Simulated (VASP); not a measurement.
Band structure of InP (zinc blende). Method: vdW-DF-cx, VASP's PBE PAW potentials (set 64) (plane waves; VASP).

Unless said otherwise, spin-orbit coupling is left out, though it shifts the bands of the heavy elements here.

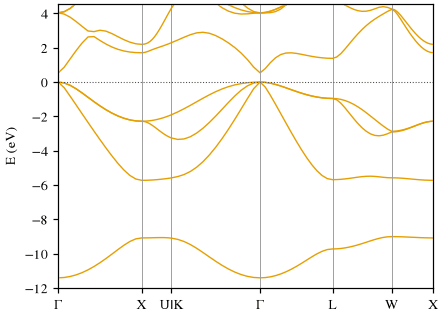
Figure: Bands along high-symmetry lines, zero at the valence-band maximum or, without a gap, the Fermi level

Q: Read the plot: is there a gap, and where are the band edges?

A: The gap is direct, 0.54 eV, from the valence maximum at Γ to the conduction minimum at Γ. (Edges off the drawn lines would not show.)

Measured: gap 1.47 eV (computed value off by -0.93 eV), as given by Wei Chen et al., Physical Review Materials (2018), doi:10.1103/physrevmaterials.2.073803 [zero-point renormalisation of 0.05 eV added back (the table's ZPR column)].

The compound is InP in the zinc blende structure. It was relaxed first.
